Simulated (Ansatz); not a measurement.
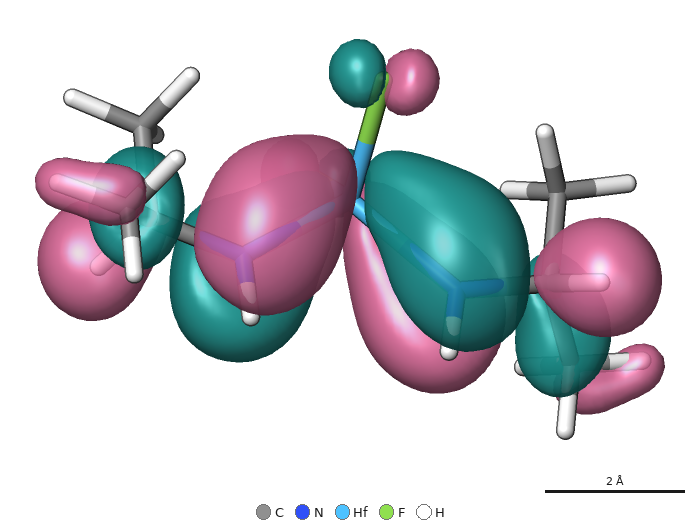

The picture shows: C6H16F2HfN2 (SMILES CC(C)[NH][Hf]([F])([F])[NH]C(C)C). The HOMO−1 at ±0.06 Å⁻³ᐟ² (teal and pink are the two phases), seen at an oblique angle.

Geometry: PBE0-D4/def2-TZVP; core potentials replace the inner electrons of Hf.

These are results of RKS PBE0-D4/def2-TZVPP in Ansatz, not measurements.

```xyz
27

C     0.9238    2.8442    1.5344
C    -0.5278    2.4486    1.7503
C    -0.8434    2.3082    3.2314
N    -0.7972    1.2130    1.0290
Hf    0.4769    0.0929   -0.0849
F     1.2160    1.1269   -1.5357
F     1.9805   -0.5041    0.9653
N    -0.5935   -1.4848   -0.7805
C    -0.1496   -2.5809   -1.6296
C    -0.9687   -2.6606   -2.9086
C     1.3288   -2.4055   -1.9358
H     1.1535    3.7834    2.0404
H     1.5977    2.0814    1.9420
H     1.1460    2.9843    0.4714
H    -1.1576    3.2527    1.3409
H    -0.2108    1.5384    3.6816
H    -0.6749    3.2502    3.7603
H    -1.8873    2.0209    3.3838
H    -1.7550    0.9119    1.1710
H    -1.5834   -1.5635   -0.5748
H    -0.2681   -3.5311   -1.0875
H    -0.6554   -3.5083   -3.5239
H    -0.8489   -1.7438   -3.4923
H    -2.0320   -2.7839   -2.6855
H     1.5013   -1.4774   -2.4936
H     1.7020   -3.2268   -2.5499
H     1.9273   -2.3863   -1.0191
```

### Describe this orbital and give its energy.

By Hirshfeld shares it lies mainly on N4 (about 30 %), N8 (about 30 %) and Hf5 (about 15 %). Its energy is −6.96 eV.
